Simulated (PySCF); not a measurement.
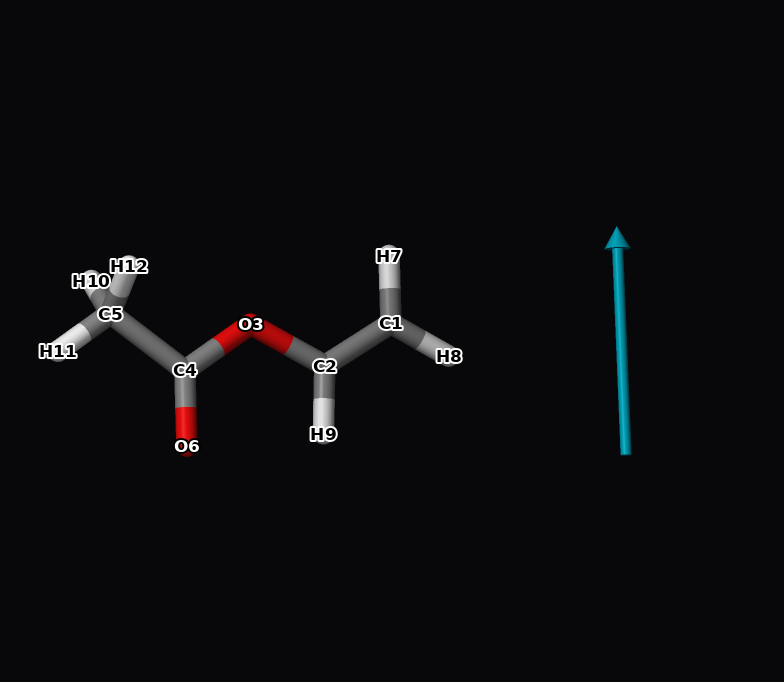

The arrow beside the molecule shows the direction of the dipole moment, from the negative to the positive end (its length means nothing). The computed structure is the end point of a GFN2-xTB optimisation. No frequency run is at hand to confirm it as a minimum. Properties computed with CAM-B3LYP/def2-SVPD, gas phase (PySCF 2.14.0).

### Estimate the dipole moment.

1.94 D; it points from the side of O6 to the side of H7 (the outermost atoms at the two ends).
